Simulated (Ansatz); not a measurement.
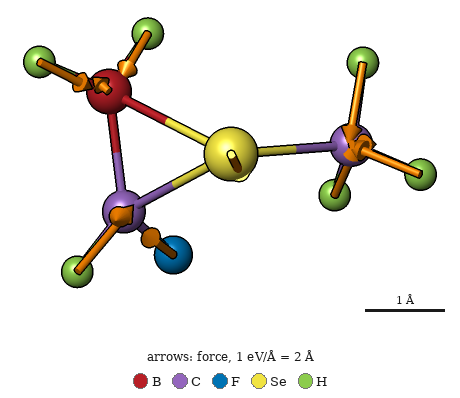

Starting geometry of C2H6BFSe with the computed forces as orange arrows. The picture is a ball-and-stick view, seen face on.

The start comes from PBE-D4/def2-SVP.

Computed with Ansatz, RKS PBE0-D4/def2-TZVP. Settings: force threshold 0.005 eV/Å; at most 150 steps.

What follows when this structure is relaxed?

It isn't relaxed: the largest force vector, on an H atom, is 0.66 eV/Å. The final displacements have little in common with the starting forces (cosine between the two patterns 0.30). The largest move after the best rigid fit is that of an H atom, 0.13 Å. Largest moves by element: H 0.13 Å, Se 0.09 Å, F 0.03 Å, C 0.02 Å, B 0.01 Å. Some distances before and after: C–Se 2.114 → 2.063 Å, B–H 1.218 → 1.196 Å, C–H 1.107 → 1.088 Å, C–Se 1.961 → 1.942 Å. Bond angles that change, for instance: B–C–Se 71.0° → 73.1°, C–B–Se 66.6° → 64.5°. Over 17 geometry steps the energy falls by 0.052 eV. The largest force component goes from 0.59 to 0.002 eV/Å. The forces were under the threshold at step 8, but the run went on from there.
